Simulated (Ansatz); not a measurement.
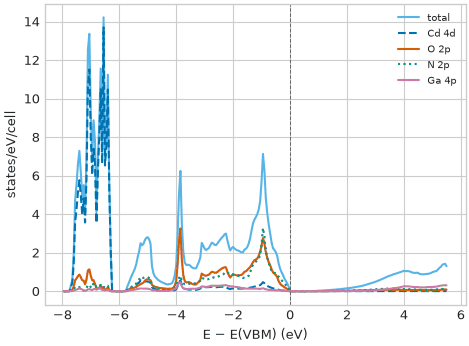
Figure. Total and projected density of states of CdGaNO in space group P3m1 (No. 156; Ga on 1b, Cd on 1c, O on 1b, N on 1c), PBEsol (plane waves, PAW; program Ansatz)

Question: Which orbitals carry the states next to the gap?

Answer: Top 1 eV of the valence band: N 2p 46 %, O 2p 41 %, Cd 4d 6 %. Bottom 1 eV of the conduction band: Cd 5s 33 %, N 2p 19 %, N 2s 12 %, O 2p 12 %, O 2s 9 %, Ga 4s 8 %. Projections are on Löwdin-orthogonalised atomic valence shells; empty p or d shells of many metals are not among them.

Question: Where is the tallest occupied peak in this window, and what makes it?

Answer: Near -6.5 eV, about 14 states/eV per cell; the largest projected share is Cd 4d.

The start of the workflow was typed in or built on a structure type; neither database checked (COD, Materials Project) lists it. Whether it is the stable phase at ambient conditions was not checked. The cell was relaxed with PBEsol under the symmetry of its start; whether a distortion lowers the energy is not shown. Scalar-relativistic: spin–orbit coupling is off unless named, which matters more the heavier the elements.

Potentials: the earlier of the program's two PAW sets. The files were generated under PBE; for other functionals the program regenerates the frozen cores, and for LDA and PBEsol the local potential too.
